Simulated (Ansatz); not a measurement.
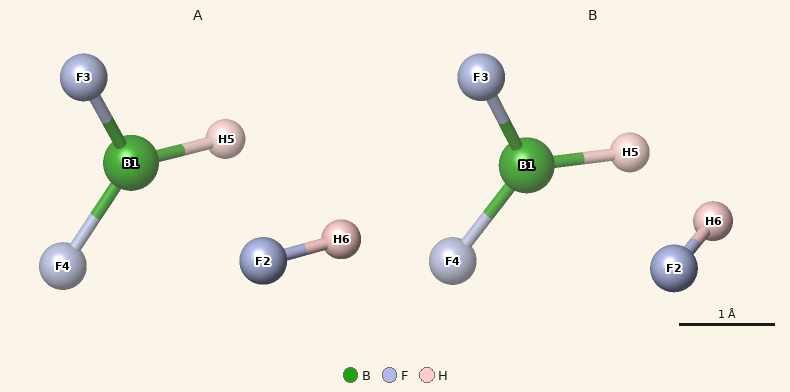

Two geometries of BH2F3, drawn at one scale. One is the start of a relaxation, the other its converged end. A ball-and-stick model, seen at a tilt.

Method: RKS BLYP-D4/def2-SVP in Ansatz. Settings: no spin polarisation; force threshold 0.03 eV/Å; at most 50 steps.

### Which geometry has the lower energy?

Structure A is the relaxed one. The run prepares an end point of a later path (reaction) calculation, from a guessed geometry. The energy falls by 0.93 kcal/mol in 6 accepted moves (9 points after the start). Largest force component: 0.35 eV/Å at the start, 0.029 eV/Å at the end. The line search rejected the trial steps at points 1, 3, 7 of the run. The atom that moves furthest after the best rigid fit is H6 (0.36 Å). Largest moves by element: H 0.36 Å, F 0.21 Å, B 0.03 Å. Among the contacts that change: B1–H5 1.200 → 1.212 Å, F2–H6 0.934 → 0.940 Å, B1–F4 1.324 → 1.329 Å. The run took 7.2 s on 1 thread of Intel(R) Xeon(R) 6975P-C (Granite Rapids), with other jobs on the host, peak memory 0.13 GiB.
